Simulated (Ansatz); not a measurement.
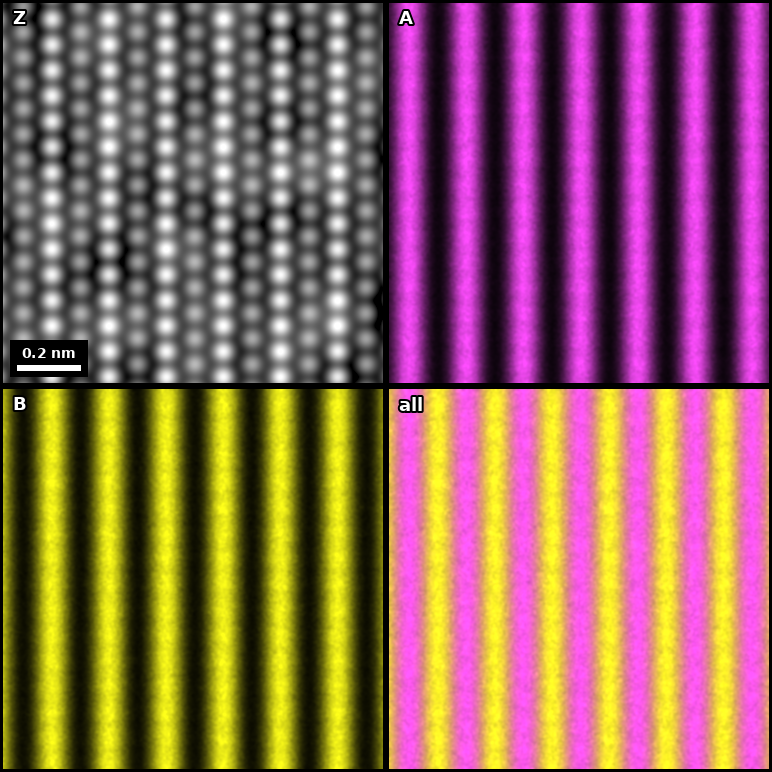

BN (F-43m, No. 216) along [210]. Panel Z: Simulated incoherent Z contrast: every atom adds Z^1.8 spread by a probe of 0.50 Å full width; channelling and multiple scattering are left out. The display is stretched by a gamma of 0.65; percentages refer to the linear signal. The speckle of an amorphous layer was added. The other panels are simulated element maps (the number of atoms of one element along the beam, blurred by 0.9 Å, with counting noise; each on its own scale, no channelling); the last overlays them. Atomic positions: the input geometry of an electronic-structure calculation (not necessarily at equilibrium); the starting structure was generated, so it need not be a known form of this composition.

```yaml
crystal:
  lattice:
    - [3.60965, 0.00000, 0.00000]
    - [0.00000, 3.60965, 0.00000]
    - [0.00000, 0.00000, 3.60965]
  atoms:
    - { symbol: B, position: [0.00000, 0.00000, 0.00000] }
    - { symbol: N, position: [0.25000, 0.75000, 0.75000] }
    - { symbol: B, position: [0.00000, 0.50000, 0.50000] }
    - { symbol: N, position: [0.25000, 0.25000, 0.25000] }
    - { symbol: B, position: [0.50000, 0.00000, 0.50000] }
    - { symbol: N, position: [0.75000, 0.75000, 0.25000] }
    - { symbol: B, position: [0.50000, 0.50000, 0.00000] }
    - { symbol: N, position: [0.75000, 0.25000, 0.75000] }
```

### Which element does each lettered map show?

B, B: N. The projected cell (0.81 × 1.80 Å, 90°) holds 2 columns: 1 of B and 1 of N. No column is shared by two of the mapped elements.
